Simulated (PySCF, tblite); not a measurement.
# C₄H₇BFP− (doublet): geometry, infrared bands and EPR parameters

Aim: predict the infrared bands and EPR parameters of C₄H₇BFP− (doublet) (`[CH2-][CH]/C=C\B(F)P`).

Programs: tblite 0.8.0 and PySCF 2.14.0, with density-fitted response routines of our own. Each step states its level of theory. These are calculated values for one molecule in the gas phase, unless marked as measured. Atoms count from 0, in the outputs and in this text.

### Step 1. The starting structure

14 atoms, charge -1, multiplicity 2; geometry from: force field or distance geometry start.

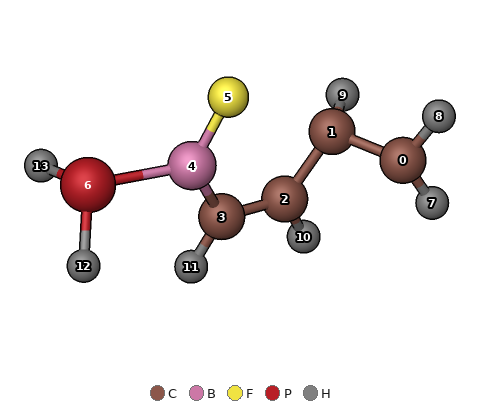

As it starts; carbon brown, boron pink, fluorine yellow, phosphorus red, hydrogen grey, atoms numbered.

### Step 2. Geometry optimisation with GFN2-xTB

What the job is given:

```
{"job": {"kind": "relax", "xc": "GFN2-xTB", "basis": "xTB"}, "charge": -1, "multiplicity": 2}
C     -2.597000     0.268600     0.094100
C     -1.494200     0.098700     1.054900
C     -0.559900    -0.929000     0.485300
C      0.649800    -0.624300     0.043100
B      1.186000     0.829600     0.147200
F      0.446400     1.906200     0.734000
P      3.099800     1.014600    -0.128600
H     -3.078300    -0.641200    -0.235200
H     -3.270400     1.116000     0.319100
H     -1.860900    -0.214000     2.075200
H     -0.898400    -1.971600     0.394500
H      1.254600    -1.435400    -0.357900
H      3.376600     0.271400    -1.332700
H      3.745500     0.309900     0.964800
```

The run is started by

```sh
$ OMP_NUM_THREADS=1 python probes_run.py task.json out
```

One launch serves the whole session: the jobs run in the order shown.

**Question.** This job is followed by: GFN2-xTB harmonic vibrations, gas phase; UKS B3LYP, pcH-1 on B C F H P, non-relativistic, mean-field spin-orbit, GIAO. What will the session give for the following? strongest single infrared mode (GFN2-xTB); zero-point energy (GFN2-xTB); g(iso) (B3LYP); ⟨S²⟩; largest a(iso) (averaged by class).

**Answer**, as computed:

```
                                 quantity                  value
strongest single infrared mode (GFN2-xTB)  2164 cm⁻¹, 498 km/mol
             zero-point energy (GFN2-xTB)          59.6 kcal/mol
                           g(iso) (B3LYP)                2.00268
                                     ⟨S²⟩     0.764 (exact 0.75)
       largest a(iso) (averaged by class)    19F on F5, 41.3 MHz
```

In words: Relaxing lowered the energy by 3.798 eV in 140 steps; the close pair that moved most is C0–C1, from 1.472 to 1.360 Å. No mode is imaginary among the 36: a minimum at this level. The strongest single mode, at 2164 cm⁻¹, moves mainly H13. GFN2-xTB is a fitted tight-binding method: band positions and strengths are rough. Its intensities can rank the bands wrongly. The largest spin populations lie on C0 (0.41 e), C2 (0.36 e), B4 (0.31 e). The isotropic g lies 0.4 ppt above the free-electron value. The records flag this anion as possibly unbound in the gas phase, so the basis may hold the extra electron. The conformer search found further structures of the same energy, which may be mirror or relabelled copies of this one.
